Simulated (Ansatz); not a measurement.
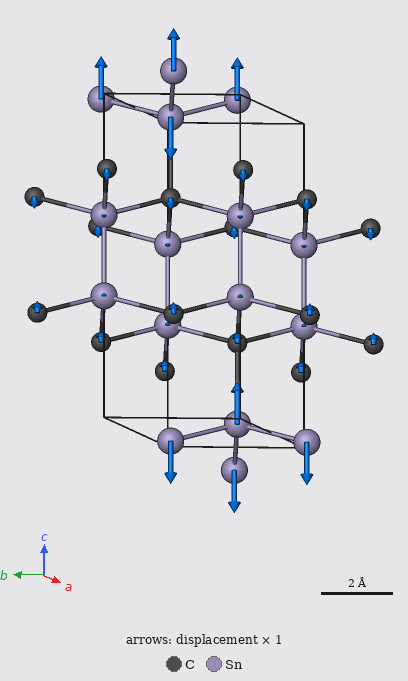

This is a relaxation of crystalline Sn₂C (a generated structure, set up in P-3m1). The starting structure is drawn; blue arrows show the displacements (the part carried along by the change of the cell is left out), at their true length.

Style: ball-and-stick. Shown: the cell of the calculation, from a free direction.

Level of theory: Ansatz 0.2.0, DFT, PBE, plane waves, PAW.

Input file:
```yaml
crystal:
  lattice:
    - [3.853863862, 0.0, 0.0]
    - [-1.926931931, 3.3375440072, 0.0]
    - [0.0, 0.0, 9.44]
  atoms:
    - { symbol: C, position: [0.3333333333, 0.6666666667, 0.7083333333] }
    - { symbol: Sn, position: [0.0, 0.0, 0.375] }
    - { symbol: Sn, position: [0.6666666667, 0.3333333333, 0.0416666667] }
    - { symbol: Sn, position: [0.0, 0.0, 0.625] }
    - { symbol: C, position: [0.6666666667, 0.3333333333, 0.2916666667] }
    - { symbol: Sn, position: [0.3333333333, 0.6666666667, 0.9583333333] }
kpoints:
  mp_grid: { grid: [12, 12, 4] }
hamiltonian:
  xc: pbe
scf:
  occupations: { method: fermi_dirac, width: 0.02 }
relax:
  f_tol: 0.005
  cell: {}
```

Command:
```bash
ansatz run input.yaml --threads 4 --pin off --max-ram 6451MiB --backend cpu --events-out ev --progress --plain --runs-dir out
```

**Which element moves most?**

Tin: up to 1.26 Å, against 0.35 Å for carbon.

**What happened in the run?**

The largest moves relative to the cell, 1.26 Å, are those of Sn3 and Sn6. Sn3 goes along +c. Largest moves by element: Sn 1.26 Å, C 0.35 Å. The volume changes by +11.0 %, with a = b 3.854 → 3.530 Å (−8.4 %), c 9.440 → 12.487 Å (+32.3 %). Among the contacts that change: Sn3–Sn6 2.360 → 4.098 Å, Sn2–Sn4 2.360 → 2.944 Å, C1–Sn4 2.360 → 2.182 Å, C1–Sn6 2.360 → 2.216 Å. Bonds break, among them: Sn3–Sn6 (2.36 → 4.10 Å). The space group stays P-3m1 (No. 164). The energy falls by 5.634 eV per cell of the calculation in 17 accepted moves (20 points after the start). The largest force component goes from 7.3 to 0.00037 eV/Å. The pressure goes from 19.63 to 0.00 GPa. At 3 points the geometry stayed and the basis and grid were re-selected for the new cell (energy shift of 0.133 eV per cell of the calculation at most each time). The run took 55 s on 4 threads of Intel(R) Xeon(R) 6975P-C (Granite Rapids), with other jobs on the host, peak memory 0.69 GiB.
